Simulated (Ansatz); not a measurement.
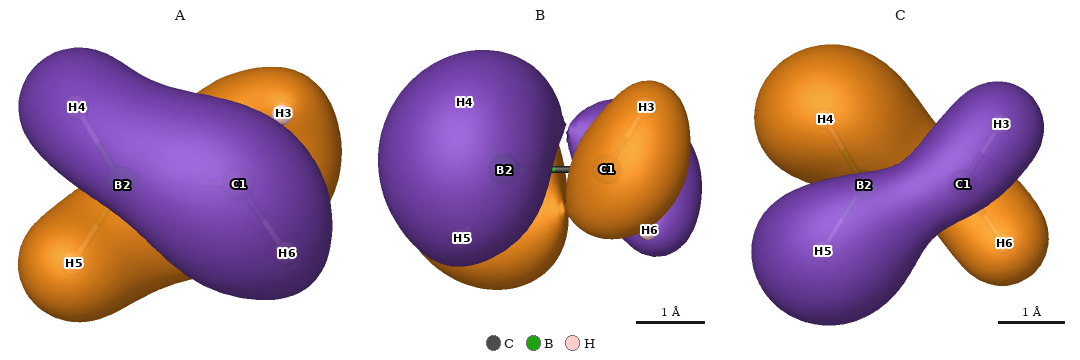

The picture shows: CH₄B (SMILES B[CH2]) (doublet). Three frontier orbitals at ±0.08 Å⁻³ᐟ² (orange and purple are the two phases), in no order.

Geometry: PBE-D3(BJ)/def2-SVP.

The calculation used isolated molecule in a Gaussian basis; Kohn-Sham density functional theory, functional PBE0 in Ansatz 0.2.0.

The calculation's input:

```
crystal:
  periodic: [false, false, false]
  atoms:
    - {symbol: C, position_ang: [-0.301188, -0.334594, 0.778899]}
    - {symbol: B, position_ang: [0.532977, -0.534694, -0.481161]}
    - {symbol: H, position_ang: [-0.556641, -1.156337, 1.473070]}
    - {symbol: H, position_ang: [0.587202, -1.626162, -1.023291]}
    - {symbol: H, position_ang: [1.158510, 0.393710, -0.965849]}
    - {symbol: H, position_ang: [-0.708716, 0.646172, 1.086162]}
basis:
  gaussian:
    orbitals: def2-TZVPD
magnetization:
  spin_polarized: true
  initial_magnetization: 1
output: {forces: true, orbitals: {seedname: orbitals}}
hamiltonian:
  xc: {name: PBE0}
```

Command:

```sh
ansatz run input.yaml --threads 1 --pin off --max-ram 2610MiB --events-out events.jsonl --progress --plain --runs-dir runs
```

**Order the three orbitals by energy and name them. All are α orbitals.**

C is the HOMO−1 (α) (−9.33 eV). Its weight (Hirshfeld) is mainly on B2 (about 35 %), H4 (about 20 %), H5 (about 20 %) and C1 (about 15 %). A is the HOMO (α) (−7.63 eV). Its weight (Hirshfeld) is mainly on C1 (about 55 %) and B2 (about 25 %). B is the LUMO (α) (−0.68 eV). It lies mainly on B2 (about 60 %), C1 (about 20 %), H4 (about 10 %) and H5 (about 10 %).

**What is the gap between the highest occupied and lowest empty α orbitals?**

6.95 eV between the orbital energies.
